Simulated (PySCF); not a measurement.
**C$_{4}$H$_{7}$Cl$_{2}$NSi: density, localisation and related maps**

The calculation's input:

```
{"job": {"kind": "uv", "xc": "PBE0", "basis": "def2-SVPD", "nstates": 8, "ntriplets": 3}, "charge": 0, "multiplicity": 1}
C      1.178173    -1.647324     1.354963
C      0.012506    -1.545228     0.735720
Si    -0.445675    -0.200445    -0.494542
N      0.870370     0.901740    -0.517229
C      1.647114     1.364396    -1.377663
C     -1.825213     0.898721     0.288371
Cl    -2.316472     2.175418    -0.843439
Cl    -3.226439    -0.112223     0.680753
H      1.393302    -2.440829     2.054457
H      1.968150    -0.933821     1.188201
H     -0.748696    -2.287984     0.937660
H     -1.014431    -0.749705    -1.728487
H      1.625340     1.109995    -2.438960
H      2.409659     2.076048    -1.070884
H     -1.532102     1.399230     1.209167
```

Run with:

```sh
OMP_NUM_THREADS=1 python probes_run.py task.json out
```

Geometry: GFN2-xTB.

Theory: PBE0/def2-SVPD, SCF density, gas phase in PySCF.

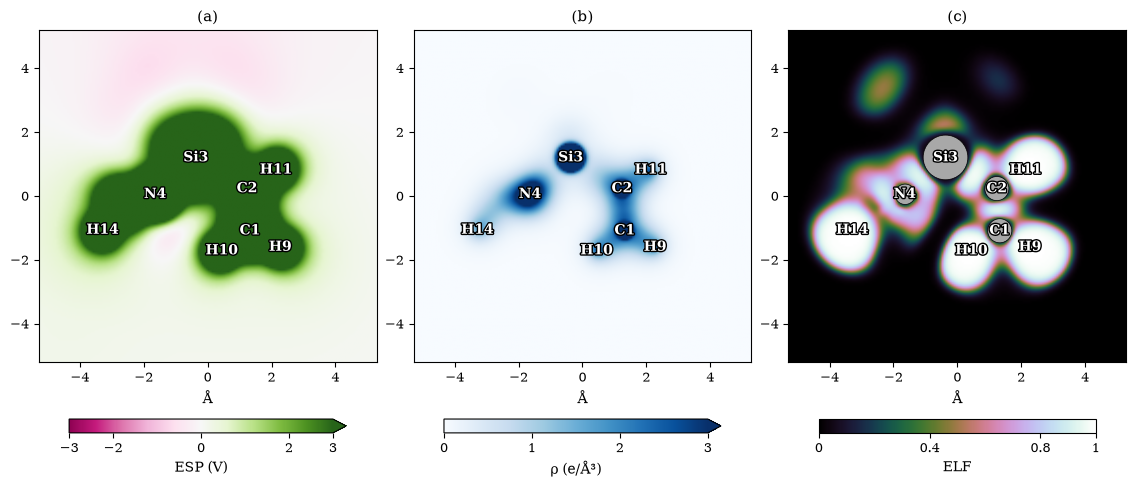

Figure 1. (a) electrostatic potential; (b) total electron density; (c) ELF on the plane of atoms C1, C2 and H11. Grey discs cover the atomic cores in the ELF map.

### What do the fields say about this system?

The plane passes through C, Si, N and H nuclei. C–C (1.32 Å): the density is about 2.3 e/Å³ at the midpoint; the ELF peaks at about 0.90 between the atoms; a short, multiple covalent bond. Si–N (1.72 Å): the density is about 1.1 e/Å³ at the midpoint; the ELF peaks at about 0.90 between the atoms: a polar covalent bond. C–Si (1.88 Å): ρ at the midpoint is about 0.96 e/Å³; the ELF peaks at about 0.95 between the atoms, as expected for a shared electron pair. C–H (1.08 Å): the density is about 2 e/Å³ at the midpoint; the ELF climbs to about 1 towards the hydrogen, as it does in any bond to H (a covalent bond by its length). Outside the dense part of the molecule the potential is most negative (−0.6 V) near Cl7, which lies off the plane.

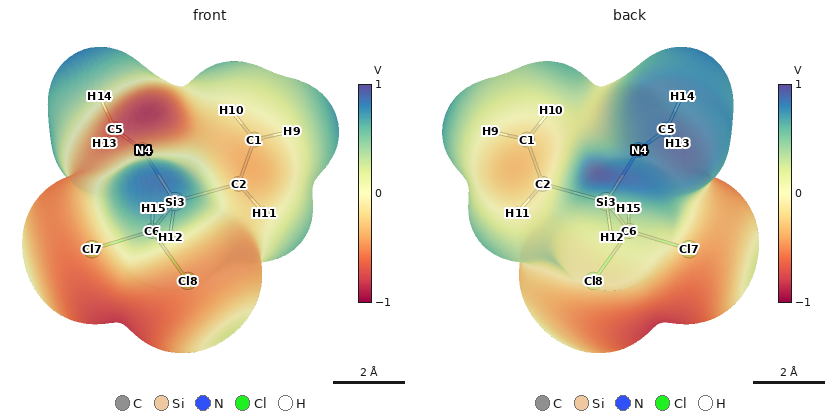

Figure 2. The electrostatic potential painted on the density surface at 0.001 e/bohr³, seen from the front and from behind; red is negative and blue positive.

### Describe the electrostatic potential map.

The most negative region (about −0.8 V, or −18 kcal/mol for a unit charge) lies over N4, Cl7 and Cl8, the most positive (about +0.9 V, or +21 kcal/mol for a unit charge) over Si3, H13 and H15. Cl7 shows a σ-hole: about +0.2 V at the tip opposite its bond, against about −0.5 V, or −12 kcal/mol for a unit charge on its flanks. Cl8 shows a σ-hole: about +0.2 V at the tip opposite its bond, against about −0.4 V, or −9 kcal/mol for a unit charge on its flanks.

### What dipole moment does the calculation give?

Its dipole moment is 3.06 D.
